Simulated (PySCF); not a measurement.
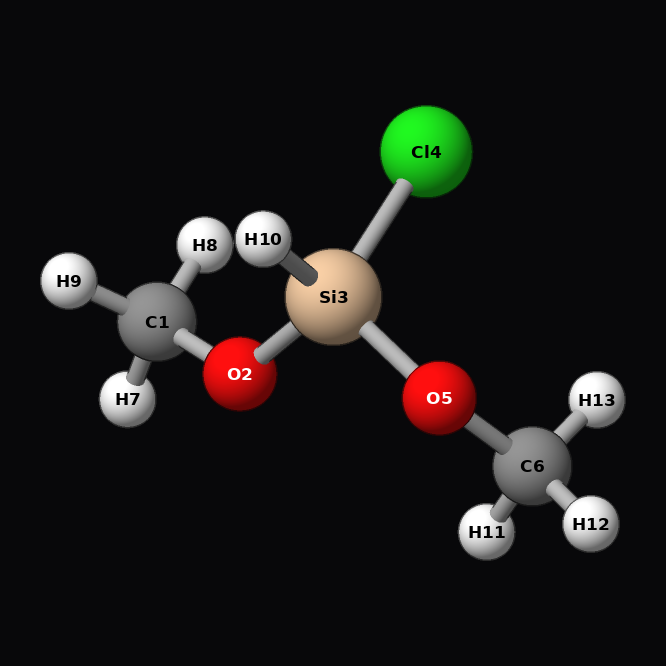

The computed structure is the end point of a PBE0-D3(BJ)/def2-SVP optimisation. No frequency run is at hand to confirm it as a minimum. Method: GIAO PBE0/aug-cc-pVDZ NMR shielding, non-relativistic, gas phase (PySCF 2.14.0). Principal shieldings σ11 ≤ σ22 ≤ σ33, span Ω = σ33 − σ11, skew κ = 3(σiso − σ22)/Ω.

Give the shielding tensors of the Si atoms.

| atom | σ11 | σ22 | σ33 | σiso | Ω | κ |
| --- | --- | --- | --- | --- | --- | --- |
| Si3 | 423.5 | 435.0 | 474.0 | 444.2 | 50.6 | 0.55 |

Shieldings and span in ppm.
